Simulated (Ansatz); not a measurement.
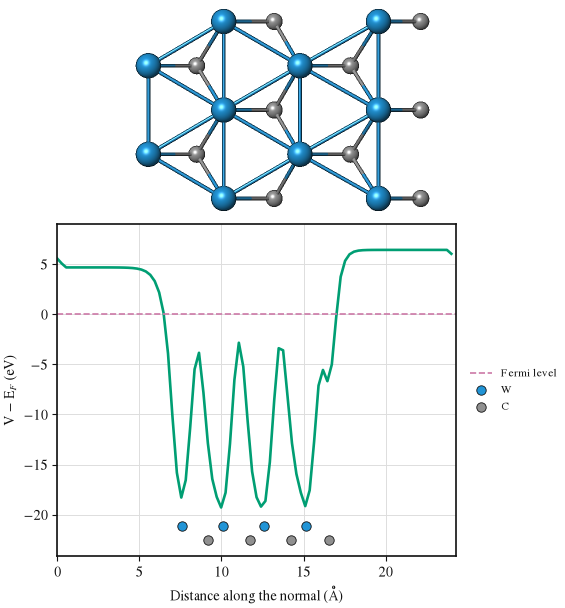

Plane-averaged electrostatic potential energy of an electron across the slab; circles at the bottom mark the heights of the atoms (positions after relaxation). The structure is drawn too.

Calculation on a (100) slab cut from WC (P-6m2), ended by C above and W below, 8 atoms in the cell.

Level of theory: DFT PBE, scalar-relativistic, plane waves, PAW, no spin polarisation, 12×12×1 k mesh, 420 eV cutoff; code Ansatz 0.2.0.

What is the work function?

The work function is 6.43 eV at the right face and 4.68 eV at the left.

How thick are slab and vacuum?

The outermost atoms are 9.0 Å apart, which leaves 15.3 Å of vacuum in a cell 24.3 Å high.

Do the two faces differ, and what does that say about the slab's dipole?

The vacuum level is 1.75 eV higher at the right than at the left, so the slab carries a dipole along its normal; the ramp in the vacuum, at or near the edge of the plot, is the dipole correction that keeps each side flat.

Spin-orbit coupling is left out, which matters for W.
